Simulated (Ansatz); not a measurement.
# Lattice dynamics of Hf2NO2 monolayer, part 2 of 2

The cell of Hf2NO2 monolayer is at rest. What are its phonons? After the zone centre comes a 4×4×1 q mesh on a 12×12×1 k mesh.

Ansatz 0.2.0; DFT PBEsol, scalar-relativistic, plane waves, PAW; PAW set soft_1.

So far. Step 2 (Modes at Γ): Before it was imposed, the acoustic sum rule was missed by 4.0e-5 eV/Å². Small misses are needed for a sound result but don't prove that mesh and cutoff are converged. The lowest optical mode is real, 75.0 cm⁻¹.

**3. The dispersion**

Stability and thermal properties need the whole zone. Linear response on a 4×4×1 q mesh gives force constants as far as a supercell of that size would.

Input file input.yaml:

```yaml
crystal:
  lattice:
    - [3.1945531815, 0.0, 0.0]
    - [-1.5972765908, 2.7665642089, 0.0]
    - [0.0, 0.0, 32.6]
  atoms:
    - { symbol: "N", position: [0.0, 0.0, 0.3067484663] }
    - { symbol: Hf, position: [0.3333333333, 0.6666666667, 0.3473915091] }
    - { symbol: Hf, position: [0.6666666667, 0.3333333333, 0.2661054235] }
    - { symbol: O, position: [0.6666666667, 0.3333333333, 0.3775401793] }
    - { symbol: O, position: [0.3333333333, 0.6666666667, 0.2359567532] }
  periodic: [true, true, false]
kpoints:
  mp_grid: { grid: [12, 12, 1] }
hamiltonian:
  xc: pbesol
  pseudopotentials: { kind: paw, azcp: { folder: soft_1 }, xc_functional: pbe }
scf:
  occupations: { method: methfessel_paxton, width: 0.2 }
output:
  eigenvalues: true
phonons:
  method: dfpt
  qmesh: [4, 4, 1]
  temperatures: { t_max: 1000, t_step: 50 }
  qpath:
    path:
      - [0.0, 0.0, 0.0]
      - [0.5, 0.0, 0.0]
      - [0.33333333, 0.33333333, 0.0]
      - [0.0, 0.0, 0.0]
    npoints: 10
```

Run with:

```bash
ansatz run input.yaml --threads 4 --pin off --max-ram 16384MiB --backend cpu --events-out ev --progress --plain --runs-dir out
```

Numbers of over 12 decimals in the logs are rounded to 6 here.

Log:

```text
[...]
Crystal: 5 atoms, lattice volume = 288.117 Å³
Basis set: ecut = 420 eV, 5737 PW (Γ), exchange–correlation on 48×48×450 points (8 copies of the dense FFT grid, shifted against one another)
Bands: 42, of which v1, the nominal top of the filled ones, is band 35 counted from 1 (34 counted from 0)
Symmetry: 12 space group operations
k-points: 19 of 144 (irreducible under 6 space group operations, time reversal used)
[...]
SCF iter   1: F=—  HF=-32710.884066 eV  |F-HF|=—  |Δ(HF+E_count)|=         —  Δρ=7.48e-2  dr2=1.86e1  ethr=3.10e-3  ⟨swp⟩=11.1  Hψ=4772  notcnv=0
[...]
SCF iter  13: F=-32705.818119 eV  HF=-32705.818119 eV  |F-HF|=3.09e-10  |Δ(HF+E_count)|=   1.24e-9  S|Δr|=    0.00e0  Δρ=2.26e-8  dr2=1.17e-12  ethr=1.00e-12  ⟨swp⟩=27.9  Hψ=9902  notcnv=0
SCF 1 converged in 13 iterations: F = -32705.818119 eV  dr2 = 1.17e-12
[...]
phonons: the bands overlap, so this run is a metal and interpolates without the dipole-dipole term. If the crystal is really an insulator or semiconductor, its LO-TO splitting is missing
NSCF: frozen V_eff on 19 k-points
WARN: eigensolver did not converge (k=0): 1 band(s) unlocked after 2 eigensolves, warm-restarted (20 sweeps on the last) at ethr=1.89e-12 eV (storage-precision floor; scheduled 1.00e-12 eV) (lowest unlocked band 41, counted from 0; max residual 4.69e-5 eV among the unlocked bands, 4.69e-5 eV over every band; other slots of this pass that fall short are told together in one closing line; warning suppressed until the next SCF loop or pass starts)
WARN: eigensolver did not converge in 4 slots of this pass, the one above among them; of largest residual over every band (k=3): 1 band(s) unlocked (lowest unlocked band 41, counted from 0; max residual 1.89e-4 eV among the unlocked bands, 1.89e-4 eV over every band); of lowest unlocked band (k=0): band 41
[...]
DFPT response loops at q = (0, 0, 0) (fractional): preconditioner auto → none (partly filled bands, converged f_vac=0.779); β = 0.50; Broyden in place of MSR1
[...]
SCF converged after 13 iterations
[...]
Free energy (F): -32705.818119 eV
[...]
Internal energy: -32705.809071 eV  (E = F + TS)
E sigma→0 (E₀):  -32705.815857 eV
Entropy (-TS):   -0.009048 eV (-1.810 meV/atom)
Fermi energy:    -4.629328 eV
[...]
--- Band table (eV; the first three rows and the last of 19) ---
  k-point 0: bands = [... 31 lower, -8.4292, -7.9467, -7.9467, -3.9898, -3.9898, -3.8509, -2.1487, -2.0521, ... 3 higher]
  k-point 1: bands = [... 31 lower, -8.4293, -8.2422, -8.1181, -4.1591, -3.7477, -3.6937, -2.1341, -1.9922, ... 3 higher]
  k-point 2: bands = [... 31 lower, -9.3162, -8.4737, -8.0965, -4.6068, -3.3214, -3.1986, -1.9091, -1.7315, ... 3 higher]
  k-point 18: bands = [... 31 lower, -9.7515, -9.1064, -9.1064, -3.4999, -2.9088, -2.9088, -1.6264, -1.0007, ... 3 higher]
  ° read free of the cell's end (the report's vacuum.weakly_bound_levels)
--- Phonons (Γ-DFPT): 10 representative perturbations + reference (Σ response iterations 52) ---
  ASR residual: 2.641e-5 → 0.000e0 eV/Å²; symmetrization residual: 3.906e-6 eV/Å²
[...]
ASR residual per site (eV/Å²): 2.64e-5 4.18e-6 5.50e-6 2.14e-5 2.13e-5
[...]
--- Phonons (arbitrary-q DFPT): 4 irreducible q on the 4×4×1 mesh ---
  q = [0.0000, 0.0000, 0.0000] (star 1, of the zone-centre solve; hermiticity 2.66e-7, symmetrization 8.62e-11, taken by the last average 6.06e-8): -0.00 0.00 0.00 74.95 74.95 175.37 329.51 329.51 378.54 378.54 505.11 505.11 529.41 536.23 597.81
  q = [0.0000, 0.2500, 0.0000] (star 6, 15 solved perturbations on 78 of 144 k-point pairs; hermiticity 3.24e-7, symmetrization 3.44e-10, taken by the last average 2.89e-7): -75.31 72.70 82.22 102.74 136.32 145.66 338.39 360.52 390.17 400.90 421.22 476.46 484.58 491.92 578.53
[...]
q = [0.2500, 0.2500, 0.0000] (star 6, 10 solved perturbations in 1110 linear systems a pass and spin channel, the states on 144 of 144 k-point pairs; hermiticity 1.53e-7, symmetrization 2.02e-11, taken by the last average 2.35e-7): -106.71 83.00 134.47 136.49 154.77 176.53 380.59 403.91 417.14 432.20 450.10 453.42 477.74 485.48 576.68
  sum rule: each row above includes the acoustic sum rule's correction from the zone centre's row sums; it moved no ω² by more than (0.72 cm⁻¹)²
  mesh force constants: q→R imaginary residual 3.41e-18; ASR residual 2.641e-5 → 0.000e0 eV/Å²; symmetrization residual 1.066e-14 eV/Å²
  interpolated dispersion: 31 rows × 15 modes
  density of states and harmonic sums: on the 24×24×1 q-mesh, interpolated from the force constants of a 4×4×1 supercell (no non-analytic term)
  largest difference from the sums on the solved wave vectors: F 1.07e-1 eV, S 1.38e-4 and C_V 3.30e-5 eV/K
  zero-point energy: 0.289412 eV/cell   skipped modes (ω ≤ 0): 35, of them read as no rigid motion or as one in doubt: 32 (5.729e-1 modes/cell left out, lowest -132.95 cm⁻¹)   left out of the sums: 3.85e-2 of the cell's modes: C_V's classical limit lies that fraction below 3 k_B per atom; for a crystal, a wire or a layer, F and S can be off by more, and a phonons.interpolated_qmesh denser along its periods is the remedy for the sampling
```

Run time: 26 min. Hardware: 4 threads of Arm Neoverse V1, shared host; peak memory 3.8 GiB; 1.7 h of CPU time.

This step gave:

```
sum-rule residual before enforcement                    : 2.64e-5 eV/Å²
lowest frequency on the path                            : -133.9 cm⁻¹
highest frequency on the path or at a solved wavevector : 597.8 cm⁻¹
lowest mode on the q mesh (acoustic modes at Γ apart)   : -106.7 cm⁻¹
```

Frequencies (cm⁻¹) solved at each irreducible wavevector; negative means imaginary. Frequencies by wavevector, by row:

| q in reciprocal lattice units | star | mode 1 | mode 2 | mode 3 | mode 4 | mode 13 | mode 14 | mode 15 |
| --- | --- | --- | --- | --- | --- | --- | --- | --- |
| 0 0 0 | 1 | 0 | 0 | 0 | 75 | 529.4 | 536.2 | 597.8 |
| 0 0.25 0 | 6 | -75.3 | 72.7 | 82.2 | 102.7 | 484.6 | 491.9 | 578.5 |
| 0 -0.5 0 | 3 | 88.1 | 114.8 | 118.8 | 134.8 | 487.6 | 505 | 582.1 |
| 0.25 0.25 0 | 6 | -106.7 | 83 | 134.5 | 136.5 | 477.7 | 485.5 | 576.7 |

Interpolated from a 4×4×1 q mesh. The phonon branches at the labelled points (cm⁻¹):

| point | branch 1 | branch 2 | branch 3 | branch 4 | branch 12 | branch 13 | branch 14 | branch 15 |
| --- | --- | --- | --- | --- | --- | --- | --- | --- |
| Γ | 0 | 0 | 0 | 75 | 505 | 529 | 536 | 598 |
| M | 88 | 115 | 119 | 135 | 471 | 488 | 505 | 582 |
| K | 71 | 84 | 84 | 158 | 453 | 464 | 464 | 578 |
| Γ | 0 | 0 | 0 | 75 | 505 | 529 | 536 | 598 |

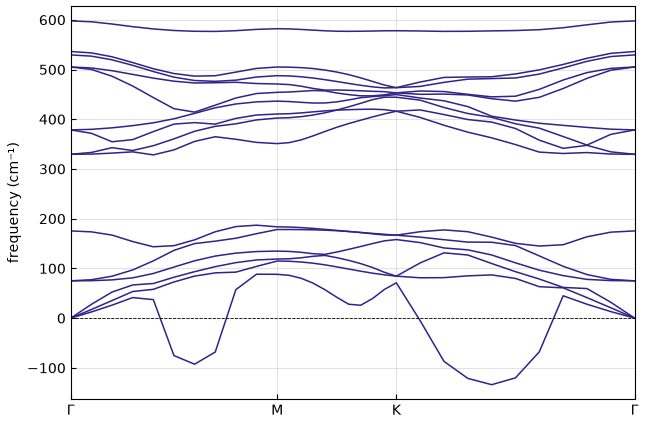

Phonon branches along the path.

The phonon density of states has structure finer than the step of the table below, so its rows give means over 25 cm⁻¹, whole bins alone (the curve runs from -135 to 595 cm⁻¹). Peaks (cm⁻¹: height): 85.0: 0.0665, 135.0: 0.0481, 155.0: 0.0479, 365.0: 0.0371, 415.0: 0.0584, 485.0: 0.0948, 575.0: 0.0759.

Tetrahedra on a 24×24×1 mesh, mean over bins of 10 cm-1. Interpolated from a 4×4×1 q mesh. Phonon density of states against wavenumber; means over each step:

| wavenumber (cm⁻¹) | phonon density of states (1/cm⁻¹/cell) |
| --- | --- |
| -100 | 0.00731 |
| -75 | 0.00539 |
| -50 | 0.00290 |
| -25 | 0.00228 |
| 0 | 0.00317 |
| 25 | 0.00769 |
| 50 | 0.0129 |
| 75 | 0.0337 |
| 100 | 0.0401 |
| 125 | 0.0407 |
| 150 | 0.0410 |
| 175 | 0.0349 |
| 200 | 0.00320 |
| 225 | 0 |
| 250 | 0 |
| 275 | 0 |
| 300 | 0 |
| 325 | 0.00857 |
| 350 | 0.0250 |
| 375 | 0.0327 |
| 400 | 0.0529 |
| 425 | 0.0482 |
| 450 | 0.0460 |
| 475 | 0.0601 |
| 500 | 0.0395 |
| 525 | 0.00664 |
| 550 | 2.9e-4 |
| 575 | 0.0354 |

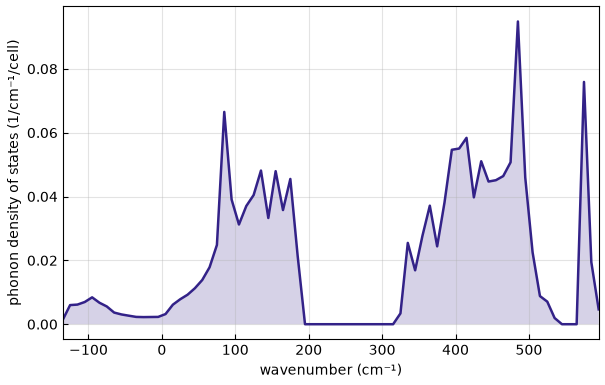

Phonon density of states, plotted against wavenumber.

The partial phonon density of states has structure finer than the step of the table below, so its rows give means over 50 cm⁻¹, whole bins alone (the curve runs from -143 to 626 cm⁻¹). Peaks (cm⁻¹: height): Hf -89.8: 0.00813, 89.1: 0.0564, 132.6: 0.0453, 151.9: 0.0417; N 485.5: 0.0306, 577.4: 0.0564; O 364.7: 0.0279, 403.3: 0.0423, 485.5: 0.0456, 577.4: 0.00618.

Phonopy on the run's constants, 21x21x1 mesh, Gaussian sigma 5.5 cm-1. Interpolated from a 4×4×1 q mesh. Table of partial phonon density of states by wavenumber; means over each step; values in 1/cm⁻¹/cell:

| wavenumber (cm⁻¹) | Hf | N | O |
| --- | --- | --- | --- |
| -100 | 0.00600 | 1.8e-4 | 4.0e-4 |
| -50 | 0.00329 | 6.3e-5 | 1.4e-4 |
| 0 | 0.00249 | 6.2e-5 | 1.4e-4 |
| 50 | 0.0135 | 2.7e-4 | 7.1e-4 |
| 100 | 0.0401 | 3.1e-4 | 8.8e-4 |
| 150 | 0.0389 | 2.0e-4 | 0.00220 |
| 200 | 0.00845 | 6.8e-6 | 6.4e-4 |
| 250 | 0 | 0 | 0 |
| 300 | 1.4e-5 | 8.2e-5 | 6.1e-4 |
| 350 | 8.5e-4 | 0.00307 | 0.0199 |
| 400 | 0.00179 | 0.0105 | 0.0353 |
| 450 | 0.00175 | 0.0128 | 0.0326 |
| 500 | 0.00161 | 0.0144 | 0.0234 |
| 550 | 1.2e-4 | 0.00516 | 0.00161 |
| 600 | 1.9e-4 | 0.0128 | 0.00130 |

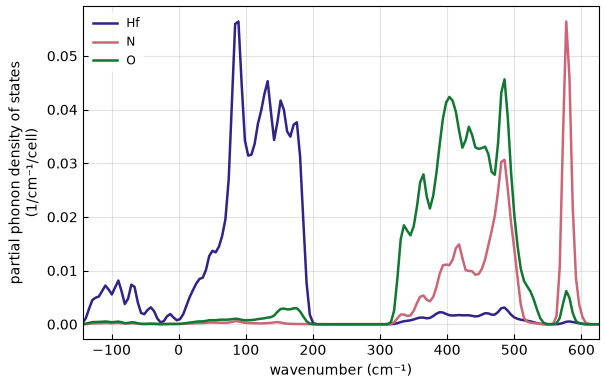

Partial phonon density of states against wavenumber.

Symmetry leaves 4 wavevectors to solve. The lowest mode among them, the acoustic zeros apart, lies at q = (0.25, 0.25, 0) and is imaginary, 106.7i cm⁻¹, so the energy falls along it. Between them the interpolated path dips to 134i cm⁻¹.

**4. Another isotope, element Hf, natural mass 178.486 amu**

An isotope changes the mass and not the force constants, so no new electronic calculation is needed; the shifts show which modes move this element.

The same force constants with the mass of Hf changed from 178.486 to 173.940 u (phonopy, no LO-TO term). Both lists are sorted by frequency; levels can cross, so a row need not hold one and the same mode. Modes under 3 cm⁻¹ are left out. Isotope shifts, by row, the first 40 of 57 rows:

| q | rank | natural mass (cm⁻¹) | changed mass (cm⁻¹) |
| --- | --- | --- | --- |
| 0 0 0 | 4 | 74.95 | 75.91 |
| 0 0 0 | 5 | 74.95 | 75.91 |
| 0 0 0 | 6 | 175.4 | 177.4 |
| 0 0 0 | 7 | 329.5 | 329.6 |
| 0 0 0 | 8 | 329.5 | 329.6 |
| 0 0 0 | 9 | 378.5 | 379.1 |
| 0 0 0 | 10 | 378.5 | 379.1 |
| 0 0 0 | 11 | 505.1 | 505.1 |
| 0 0 0 | 12 | 505.1 | 505.1 |
| 0 0 0 | 13 | 529.4 | 530 |
| 0 0 0 | 14 | 536.2 | 536.6 |
| 0 0 0 | 15 | 597.8 | 598.3 |
| 0 0.25 0 | 1 | -75.31 | -76.2 |
| 0 0.25 0 | 2 | 72.7 | 73.57 |
| 0 0.25 0 | 3 | 82.22 | 83.24 |
| 0 0.25 0 | 4 | 102.7 | 104 |
| 0 0.25 0 | 5 | 136.3 | 138 |
| 0 0.25 0 | 6 | 145.7 | 147.4 |
| 0 0.25 0 | 7 | 338.4 | 338.7 |
| 0 0.25 0 | 8 | 360.5 | 360.6 |
| 0 0.25 0 | 9 | 390.2 | 390.4 |
| 0 0.25 0 | 10 | 400.9 | 401.1 |
| 0 0.25 0 | 11 | 421.2 | 421.4 |
| 0 0.25 0 | 12 | 476.5 | 476.5 |
| 0 0.25 0 | 13 | 484.6 | 485.1 |
| 0 0.25 0 | 14 | 491.9 | 492.3 |
| 0 0.25 0 | 15 | 578.5 | 578.6 |
| 0 -0.5 0 | 1 | 88.07 | 89.21 |
| 0 -0.5 0 | 2 | 114.8 | 116.3 |
| 0 -0.5 0 | 3 | 118.8 | 120.3 |
| 0 -0.5 0 | 4 | 134.8 | 136.5 |
| 0 -0.5 0 | 5 | 178.2 | 180.3 |
| 0 -0.5 0 | 6 | 183.6 | 185.8 |
| 0 -0.5 0 | 7 | 351 | 351.1 |
| 0 -0.5 0 | 8 | 402.4 | 402.4 |
| 0 -0.5 0 | 9 | 410.5 | 410.6 |
| 0 -0.5 0 | 10 | 436.4 | 436.5 |
| 0 -0.5 0 | 11 | 454.1 | 454.6 |
| 0 -0.5 0 | 12 | 470.9 | 471.3 |
| 0 -0.5 0 | 13 | 487.6 | 487.6 |

A mode of this element alone would shift by +1.30 %. The highest zone-centre frequency without the field goes from 597.8 to 598.3 cm⁻¹ (+0.1 %). The product of the frequency ratios over all optical modes at Γ is 1.044; the product rule, (m/m′)^(3k/2) (M′/M)^(3/2) with k = 2 such atoms and M the mass of the cell, gives 1.044.

**5. Isotope substitution, element N, natural mass 14.007 amu**

The same for N, from 14.01 to 15.00 u.

The same force constants with the mass of N changed from 14.007 to 15.000 u (phonopy, no LO-TO term). Both lists are sorted by frequency; levels can cross, so a row need not hold one and the same mode. Modes under 3 cm⁻¹ are left out. Isotope shifts, by row, the first 40 of 57 rows:

| q | rank | natural mass (cm⁻¹) | changed mass (cm⁻¹) |
| --- | --- | --- | --- |
| 0 0 0 | 4 | 74.95 | 74.95 |
| 0 0 0 | 5 | 74.95 | 74.95 |
| 0 0 0 | 6 | 175.4 | 175.4 |
| 0 0 0 | 7 | 329.5 | 329.5 |
| 0 0 0 | 8 | 329.5 | 329.5 |
| 0 0 0 | 9 | 378.5 | 376.2 |
| 0 0 0 | 10 | 378.5 | 376.2 |
| 0 0 0 | 11 | 505.1 | 491.7 |
| 0 0 0 | 12 | 505.1 | 491.7 |
| 0 0 0 | 13 | 529.4 | 529.4 |
| 0 0 0 | 14 | 536.2 | 534.6 |
| 0 0 0 | 15 | 597.8 | 580.2 |
| 0 0.25 0 | 1 | -75.31 | -75.23 |
| 0 0.25 0 | 2 | 72.7 | 72.64 |
| 0 0.25 0 | 3 | 82.22 | 82.2 |
| 0 0.25 0 | 4 | 102.7 | 102.7 |
| 0 0.25 0 | 5 | 136.3 | 136.3 |
| 0 0.25 0 | 6 | 145.7 | 145.6 |
| 0 0.25 0 | 7 | 338.4 | 336.4 |
| 0 0.25 0 | 8 | 360.5 | 360.5 |
| 0 0.25 0 | 9 | 390.2 | 389.4 |
| 0 0.25 0 | 10 | 400.9 | 398.1 |
| 0 0.25 0 | 11 | 421.2 | 411.2 |
| 0 0.25 0 | 12 | 476.5 | 464 |
| 0 0.25 0 | 13 | 484.6 | 483.4 |
| 0 0.25 0 | 14 | 491.9 | 491.1 |
| 0 0.25 0 | 15 | 578.5 | 561.6 |
| 0 -0.5 0 | 1 | 88.07 | 88.07 |
| 0 -0.5 0 | 2 | 114.8 | 114.7 |
| 0 -0.5 0 | 3 | 118.8 | 118.8 |
| 0 -0.5 0 | 4 | 134.8 | 134.8 |
| 0 -0.5 0 | 5 | 178.2 | 178.2 |
| 0 -0.5 0 | 6 | 183.6 | 183.6 |
| 0 -0.5 0 | 7 | 351 | 344.9 |
| 0 -0.5 0 | 8 | 402.4 | 402.4 |
| 0 -0.5 0 | 9 | 410.5 | 407.9 |
| 0 -0.5 0 | 10 | 436.4 | 436.4 |
| 0 -0.5 0 | 11 | 454.1 | 454 |
| 0 -0.5 0 | 12 | 470.9 | 470.9 |
| 0 -0.5 0 | 13 | 487.6 | 474.3 |

A mode of this element alone would shift by -3.37 %. The highest zone-centre frequency without the field goes from 597.8 to 580.2 cm⁻¹ (-3.0 %). The product of the frequency ratios over all optical modes at Γ is 0.906; the product rule, (m/m′)^(3k/2) (M′/M)^(3/2) with k = 1 such atoms and M the mass of the cell, gives 0.906.

**6. Another isotope, element O, natural mass 15.999 amu**

The same for O, from 16.00 to 18.00 u.

The same force constants with the mass of O changed from 15.999 to 17.999 u (phonopy, no LO-TO term). Both lists are sorted by frequency; levels can cross, so a row need not hold one and the same mode. Modes under 3 cm⁻¹ are left out. Isotope shifts, by row, the first 40 of 57 rows:

| q | rank | natural mass (cm⁻¹) | changed mass (cm⁻¹) |
| --- | --- | --- | --- |
| 0 0 0 | 4 | 74.95 | 74.89 |
| 0 0 0 | 5 | 74.95 | 74.89 |
| 0 0 0 | 6 | 175.4 | 174.4 |
| 0 0 0 | 7 | 329.5 | 310.9 |
| 0 0 0 | 8 | 329.5 | 310.9 |
| 0 0 0 | 9 | 378.5 | 362.3 |
| 0 0 0 | 10 | 378.5 | 362.3 |
| 0 0 0 | 11 | 505.1 | 500.1 |
| 0 0 0 | 12 | 505.1 | 500.1 |
| 0 0 0 | 13 | 529.4 | 501.9 |
| 0 0 0 | 14 | 536.2 | 508.8 |
| 0 0 0 | 15 | 597.8 | 596.9 |
| 0 0.25 0 | 1 | -75.31 | -75.06 |
| 0 0.25 0 | 2 | 72.7 | 72.46 |
| 0 0.25 0 | 3 | 82.22 | 82 |
| 0 0.25 0 | 4 | 102.7 | 102.6 |
| 0 0.25 0 | 5 | 136.3 | 135.8 |
| 0 0.25 0 | 6 | 145.7 | 145.1 |
| 0 0.25 0 | 7 | 338.4 | 322.6 |
| 0 0.25 0 | 8 | 360.5 | 340.5 |
| 0 0.25 0 | 9 | 390.2 | 369.8 |
| 0 0.25 0 | 10 | 400.9 | 382 |
| 0 0.25 0 | 11 | 421.2 | 414.3 |
| 0 0.25 0 | 12 | 476.5 | 462.1 |
| 0 0.25 0 | 13 | 484.6 | 467.6 |
| 0 0.25 0 | 14 | 491.9 | 472.4 |
| 0 0.25 0 | 15 | 578.5 | 575.4 |
| 0 -0.5 0 | 1 | 88.07 | 88.05 |
| 0 -0.5 0 | 2 | 114.8 | 114.8 |
| 0 -0.5 0 | 3 | 118.8 | 118.7 |
| 0 -0.5 0 | 4 | 134.8 | 134.6 |
| 0 -0.5 0 | 5 | 178.2 | 177.2 |
| 0 -0.5 0 | 6 | 183.6 | 182.9 |
| 0 -0.5 0 | 7 | 351 | 340.5 |
| 0 -0.5 0 | 8 | 402.4 | 379.5 |
| 0 -0.5 0 | 9 | 410.5 | 390.3 |
| 0 -0.5 0 | 10 | 436.4 | 411.8 |
| 0 -0.5 0 | 11 | 454.1 | 430.6 |
| 0 -0.5 0 | 12 | 470.9 | 445.7 |
| 0 -0.5 0 | 13 | 487.6 | 484.1 |

A mode of this element alone would shift by -5.72 %. The highest zone-centre frequency without the field goes from 597.8 to 596.9 cm⁻¹ (-0.2 %). The product of the frequency ratios over all optical modes at Γ is 0.713; the product rule, (m/m′)^(3k/2) (M′/M)^(3/2) with k = 2 such atoms and M the mass of the cell, gives 0.713.

**7. Results**

| Property | Result |
| --- | --- |
| space group (within 0.01 Å) | P-3m1 |
| area per atom | 1.77 Å² |
| electronic character | no gap on this mesh |
| highest optical mode at the zone centre (no LO-TO term) | 598 cm⁻¹ |
| lowest optical zone-centre mode | 75.0 cm⁻¹ |
| lowest mode on the q mesh (acoustic modes at Γ apart) | -107 cm⁻¹ |
| highest frequency on the path or at a solved wavevector | 598 cm⁻¹ |
| imaginary modes on the 4×4×1 q mesh | yes |

Modes are clearly imaginary (beyond 10i cm⁻¹) at 2 of the 4 irreducible wavevectors, most at q = (0.25, 0.25, 0) (106.7i cm⁻¹), so this structure is not a minimum of the energy. The optical modes at Γ span 75 to 598 cm⁻¹. The highest mode in this list at Γ, 597.8 cm⁻¹, is mostly motion of N (90 % of the kinetic energy). With no gap, or one that is small against the smearing, the frequencies hang on the k mesh and the smearing, most of all near Kohn anomalies. The phonon runs are without spin polarisation, although the cell has an odd electron count. In a sheet or slab the interpolated bending branch near Γ is rough, since the rotational sum rule isn't imposed. Spin-orbit coupling is left out, which can matter for the heavy elements here. The PAW files were made for PBE and serve the other functionals too. A phonon run warned that its eigensolver left some bands unconverged in a pass. The starting cell was built on a prototype and not taken from a measurement. These are harmonic frequencies at zero temperature: anharmonic shifts, linewidths and thermal expansion are left out.

[Logs are printed without paths, hosts, clocks, repeated set-up lines and the standing remarks that a program may print on its own settings, such as how far it seeks lower states.]

[Hosts, paths, dates, database ids (printed as entryN), source tags and the programs' standing remarks are cut or masked in the printed files.]
